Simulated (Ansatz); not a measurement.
A series of calculations on BH₃ and related structures

**1. Relaxation**

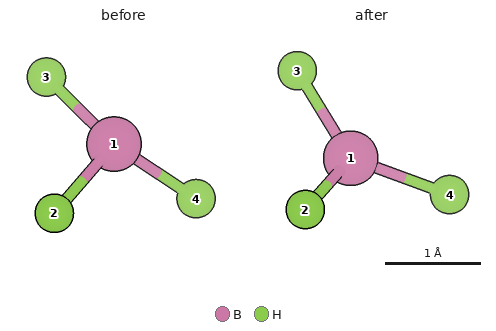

The structure of BH3 before (left) and after (right) a relaxation, at one scale.

The picture is a ball-and-stick view, seen from a free direction.

It is one of the separated reactants of a reaction.

The calculation used RKS PBE0-D4/def2-TZVP (Ansatz 0.2.0). (force threshold 0.005 eV/Å; at most 200 steps)

What changed between the two?

B1 moves most after the best rigid fit: 0.24 Å. Largest moves by element: B 0.24 Å, H 0.08 Å. Near-neighbour distances that change, for instance: B1–H2 1.220 → 1.193 Å, B1–H3 1.213 → 1.193 Å. Bond angles that change, for instance: H2–B1–H3 113.1° → 120.0°, H2–B1–H4 113.6° → 120.0°. After 5 geometry steps the energy has fallen by 13.1 kcal/mol. Largest force component: 3.4 eV/Å at the start, 0.00017 eV/Å at the end.

**2. Relaxation**

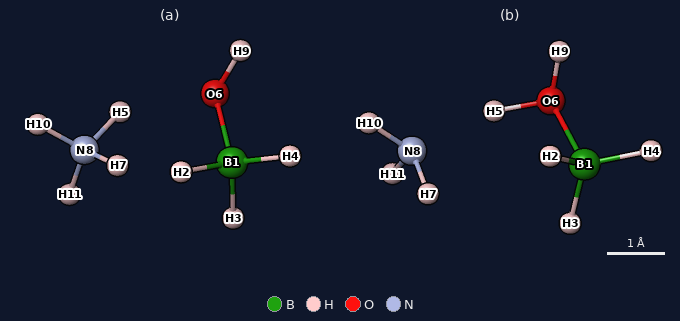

The structure of BNH8O (started from a transition state, displaced along its imaginary mode) before (left) and after (right) a relaxation, at one scale.

The picture is a ball-and-stick view, seen at a tilt.

Level of theory: Ansatz, RKS PBE0-D4/def2-TZVP. Settings: force threshold 0.005 eV/Å; at most 200 steps.

Question: Summarise the run.

Answer: The energy falls by 101.4 kJ/mol in 21 accepted moves (25 points after the start). The largest force component goes from 5.9 to 0.002 eV/Å. The line search rejected the trial steps at points 6, 9, 12, 24 of the run. H7 moves most after the best rigid fit: 0.75 Å. Largest moves by element: H 0.75 Å, B 0.27 Å, N 0.25 Å, O 0.15 Å. Among the contacts that change: H5–O6 1.734 → 1.023 Å, H5–N8 1.051 → 1.617 Å, B1–O6 1.525 → 1.621 Å, H7–N8 0.923 → 1.016 Å. New bonds form: H5–O6 (1.73 → 1.02 Å). Bonds break: H5–N8 (1.05 → 1.62 Å). Among the angles between lasting bonds that change: H4–B1–O6 113.1° → 105.5°, H2–B1–H4 106.0° → 113.6°, H2–B1–H3 107.8° → 113.1°. Groups turn about B1–O6 by about 35°. The run took of the order of 90 core-seconds on a shared host.

**3. Reaction**

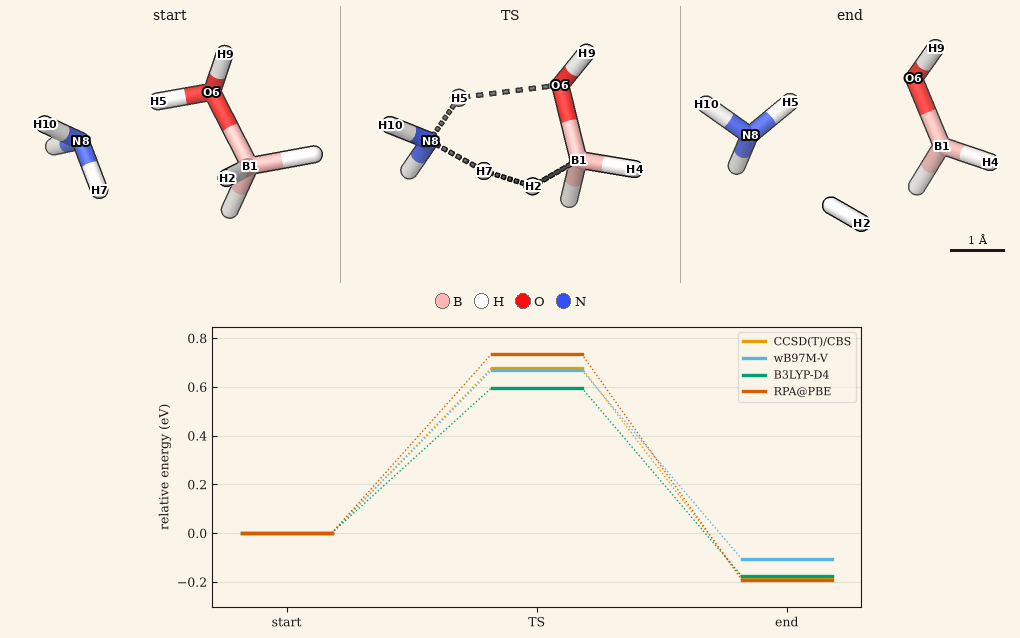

A reaction step of BNH$_{8}$O, with its energy diagram. Style: stick. Shown face on. Dashed sticks mark bonds that form or break.

Stationary points at PBE0-D4/def2-TZVP, single-point energies with CCSD(T)/CBS, wB97M-V, B3LYP-D4, RPA@PBE (def2-TZVPP where no basis is named; Ansatz 0.2.0). The energies are electronic, without zero-point or thermal terms, and both ends are the minima reached downhill from the saddle, with any fragments still in contact. CCSD(T)/CBS stands for a frozen-core estimate: MP2 correlation extrapolated from def2-TZVPP and def2-QZVPP, CCSD(T) minus MP2 from the smaller set.

Describe the step and its energetics.

Counted by bonded pieces, the start holds BH₅O + NH₃ and the end holds BH₃O + H₂ + NH₃. From the start over the saddle to the end, bonds form: H–H (2.64 → 1.04 → 0.75 Å), H–N (1.62 → 1.03 → 1.01 Å). Bonds break: B–H (1.22 → 1.35 → 3.08 Å), H–O (1.02 → 1.90 → 2.34 Å), H–N (1.02 → 1.28 → 2.57 Å). Bonds that stay but change much: B–O (1.62 → 1.46 → 1.35 Å). The saddle has one imaginary mode, 656i cm⁻¹. With CCSD(T)/CBS the barrier is 0.68 eV from the start and 0.86 eV from the end, and the end lies 0.18 eV below the start.

```csv
level,barrier from the start (eV),barrier from the end (eV),the end less the start (eV)
CCSD(T)/CBS,0.68,0.86,−0.18
wB97M-V,0.67,0.78,−0.11
B3LYP-D4,0.60,0.77,−0.18
RPA@PBE,0.74,0.93,−0.19
```

Against CCSD(T)/CBS, wB97M-V comes closest on the barrier from the start (−0.01 eV) and B3LYP-D4 misses most (−0.08 eV).
